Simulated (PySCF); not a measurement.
**C3FNO, SMILES `N#CC(F)=C=O`: what the electrons do**

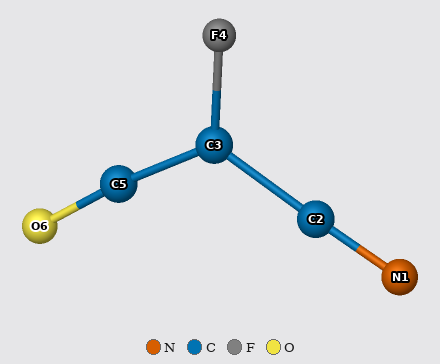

The molecule, with its atoms numbered as below. No frequency check shows the geometry to be a minimum.

Coordinates in Å:

```
N1      -2.1726    1.0128    0.0000
C2      -1.1990    0.4099    0.0000
C3      -0.0227   -0.3704    0.0000
F4      -0.1500   -1.7202    0.0000
C5       1.1496    0.2295    0.0000
O6       2.1237    0.8473    0.0000
```

### 1. Bonding charge

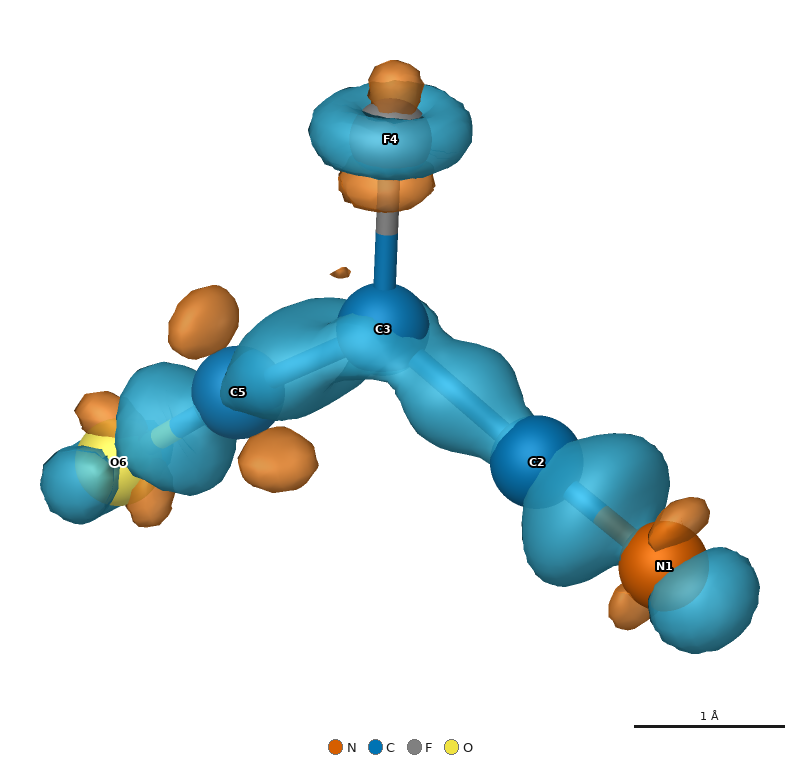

Deformation density (molecule less spherical, spin-averaged free atoms at the same positions), surfaces at ±0.2 e/Å³; light blue: gain, orange: loss.

Level of theory: r2SCAN/cc-pVDZ (PySCF), at a geometry from GFN2-xTB.

Q: Describe the bonding that the map shows.

A: N1–C2: +0.79 e/Å³ at the bond critical point (bond length 1.15 Å, Mayer order 3.1). C5–O6: +0.61 e/Å³ at the bond critical point (bond length 1.15 Å, Mayer order 2.4). C3–C5: +0.51 e/Å³ at the bond critical point (bond length 1.32 Å, Mayer order 1.5). C2–C3: +0.48 e/Å³ at the bond critical point (bond length 1.41 Å, Mayer order 1.1). C3–F4: −0.06 e/Å³ at the bond critical point (bond length 1.36 Å, Mayer order 1.1); up to 0.6 Å beside the axis the gain reaches +0.13 e/Å³. In all, 1.5 electrons gather in the regions of gain relative to the promolecule. A small or negative value marks a very polar bond, one between electron-rich atoms, whose free-atom densities already overlap strongly, a long bond to a heavier atom, or a closed-shell contact such as a hydrogen bond.

Q: Where do the Hirshfeld charges lie?

A: The highest Hirshfeld charge is on C5 (+0.21 e), the lowest on N1 (−0.18 e).

```
atom  charge (e)
  N1       −0.18
  C2       +0.05
  C3       +0.04
  F4       −0.06
  C5       +0.21
  O6       −0.07
```

### 2. Bond critical points

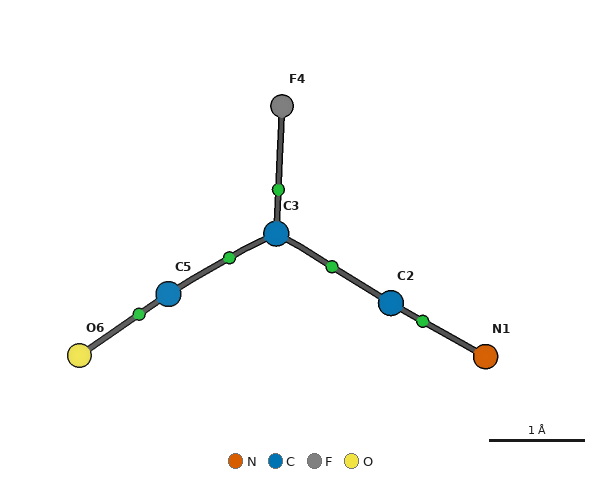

Molecular graph of the electron density (QTAIM): bond paths, bond critical points (green), ring points (magenta, if any); weak paths are dashed.

Q: How many critical points of each kind are there, and does the count close?

A: 6 nuclei, 5 bond, 0 ring and 0 cage critical points: 6 − 5 + 0 − 0 = 1, as the Poincaré–Hopf relation requires.

Q: What does the calculation give at each kind of bond critical point?

A:
```csv
bond,length (Å),ρ (a.u.),∇²ρ (a.u.),ε,H (a.u.)
N1–C2,1.145,0.468,+0.80,0.03,−0.852
C5–O6,1.153,0.445,+1.45,0.04,−0.740
C3–C5,1.317,0.328,−0.87,0.82,−0.404
C2–C3,1.412,0.283,−0.66,0.21,−0.254
C3–F4,1.356,0.250,−0.11,0.31,−0.342
```

Q: What kind of interaction is C5–O6?

A: Polar or intermediate (positive Laplacian, negative energy density H): ρ = 0.445, ∇²ρ = +1.45, H = −0.740 a.u.

### 3. Local ionisation energy

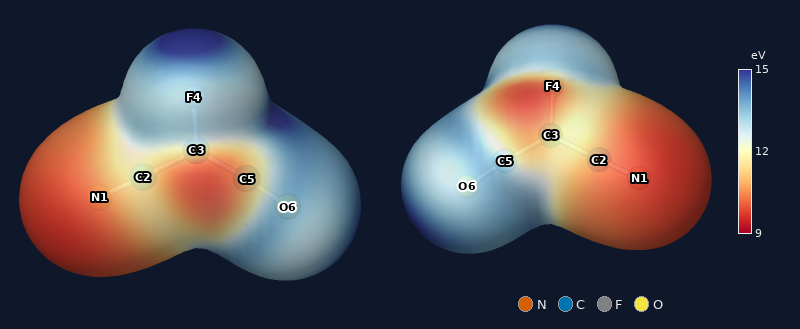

Average local ionisation energy on the surface of electron density 0.001 a.u. (back view left, front view right).

Q: Locate the minima of the map.

A: The lowest value is 9.6 eV, off the molecular plane, over N1 (1.8 Å), and at like points elsewhere. Further minima include 9.7 eV, off the molecular plane, over C3 (2.0 Å), and at like points elsewhere; 12.7 eV, off the molecular plane, over O6 (1.7 Å), and at like points elsewhere. For comparison, the highest occupied orbital lies at −6.7 eV.

### 4. Excited states

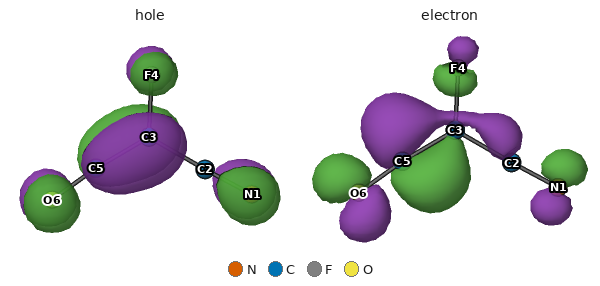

Leading natural transition orbital pair of S₁ (full linear response singlet states); the surfaces enclose about 78 % of each orbital's density.

Level of theory: PBE0/aug-cc-pVDZ (PySCF), at a geometry from GFN2-xTB.

Q: Where does the state lie, and where do hole and electron sit?

A: 2.54 eV (489 nm), f = 0.000 (very weak); the leading pair carries 100 %; hole on C3 (32 %), O6 (19 %) and C5 (18 %), electron on C5 (38 %), O6 (27 %) and C3 (14 %); their centroids lie 0.7 Å apart. In canonical orbitals it is mainly HOMO → LUMO (99 %). The HOMO–LUMO gap is 4.51 eV.

### 5. Removing or adding an electron

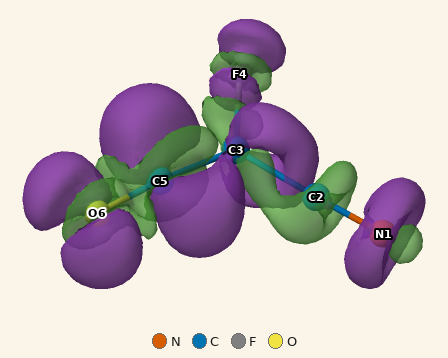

Fukui function f⁺ = ρ(N+1) − ρ(N) at fixed geometry, surfaces at ±0.03 e/Å³ (purple positive, green negative).

Method: HF/cc-pVTZ; geometry: GFN2-xTB; program: PySCF.

Q: Which atoms respond most to the addition of an electron?

A: f⁺ (Hirshfeld-condensed) is largest on C5 (0.28), O6 (0.24) and N1 (0.18); the vertical electron affinity is 0.39 eV (the stability of the anion's solution wasn't checked; rough: the basis has no diffuse functions). Condensed values hint at sites of nucleophilic attack but needn't mark the atom that reacts. Shares this close don't rank the sites. Orbital relaxation makes it negative in places (0.29 e in all).

### 6. The π system

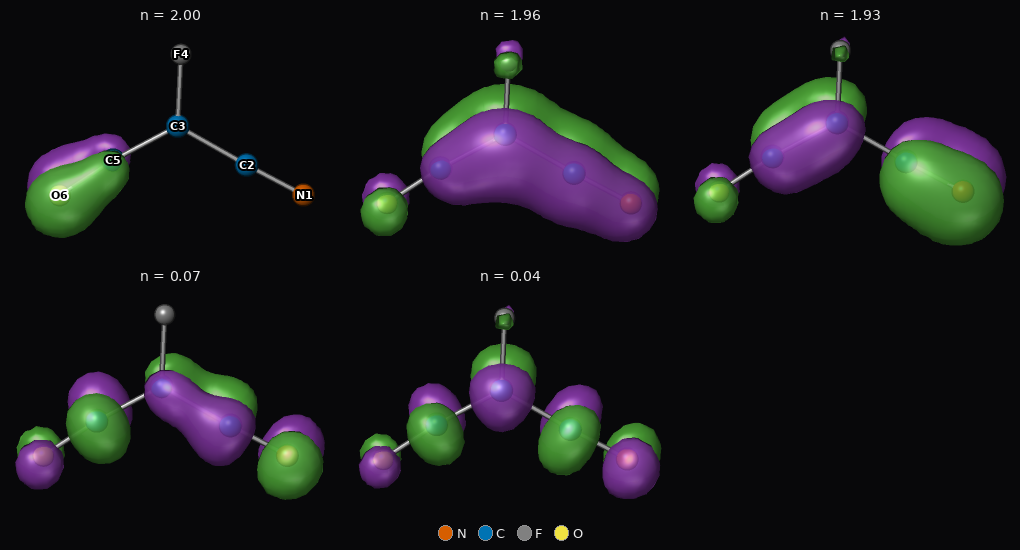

Natural orbitals of the π active space, CASSCF(6,5), singlet state, in order of falling occupation. The active space holds only one of the two perpendicular π systems.

Computed with PySCF, def2-SVP basis, geometry: GFN2-xTB.

Q: Where does the lowest triplet lie relative to the singlet, at this geometry and within this active space?

A: 4.93 eV above it by strongly contracted NEVPT2 (+5.04 eV by CASSCF); a small basis tends to put such gaps a few tenths of an eV too high. This is a vertical energy for π states alone; a state that uses lone pairs or σ orbitals may lie lower.
